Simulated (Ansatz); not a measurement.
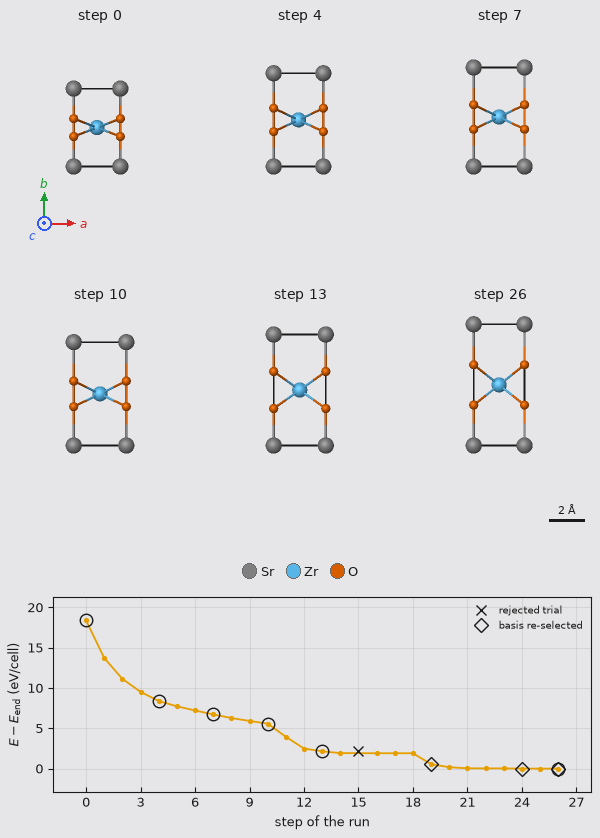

Frames of a relaxation of a crystal of SrZrO$_{2}$ (a generated structure, set up in Pmmm) (coarse preliminary run), marked on the history of the run. A ball-and-stick model of the cell of the calculation, seen along the c axis.

All numbers below come from DFT PBE, scalar-relativistic, plane waves, PAW in Ansatz 0.2.0. (plane-wave cutoff 420 eV; k-point mesh 6 × 4 × 4; occupations gaussian; smearing width 0.1 eV; no spin polarisation; cell and atoms relaxed; force threshold 0.04 eV/Å; at most 70 steps)

Q: Describe the path.

A: Over 22 accepted moves (26 points after the start) the energy falls by 18.380 eV per cell of the calculation. The largest force component goes from 20 to 0.0044 eV/Å. Pressure: 80.12 GPa at the start and 0.07 GPa at the end. The line search rejected the trial step at point 15 of the run. The SCF was repeated 3 times at an unchanged geometry on a basis and grid sized afresh for the cell, which shifted the energy by 1.360 eV per cell of the calculation at most. The largest moves relative to the cell, 0.36 Å, are those of O atoms. Zr and Sr stay in place. Cell: a 2.713 → 2.955 Å (+8.9 %), b 4.534 → 7.052 Å (+55.5 %), c 5.739 → 2.960 Å (−48.4 %). Volume −12.6 %. Among the contacts that change: Zr–Zr 5.739 → 2.960 Å, Sr–Sr 5.739 → 2.960 Å, O–O 1.039 → 2.342 Å, O–Zr 3.216 → 2.397 Å. Bonds break, among them: O–O (1.04 → 2.34 Å). The space group (tolerance 0.01 Å) goes from Pmmm (No. 47) to P4/mmm (No. 123). Cost: 100 s on 1 thread of Arm Neoverse V1 (shared host), peak memory 0.37 GiB. From step 0 to 4: O atoms move most (0.06 Å), volume +18.7 %, energy −9.989 eV per cell of the calculation. From step 4 to 7: volume −8.2 %, energy −1.667 eV per cell of the calculation. From step 7 to 10: volume −12.4 %, energy −1.143 eV per cell of the calculation. From step 10 to 13: O atoms move most (0.28 Å), volume −18.0 %, energy −3.436 eV per cell of the calculation. From step 13 to 26: volume +11.7 %, energy −2.145 eV per cell of the calculation.

Limits of the set-up: the k-point mesh is coarse for a cell with partly filled bands.
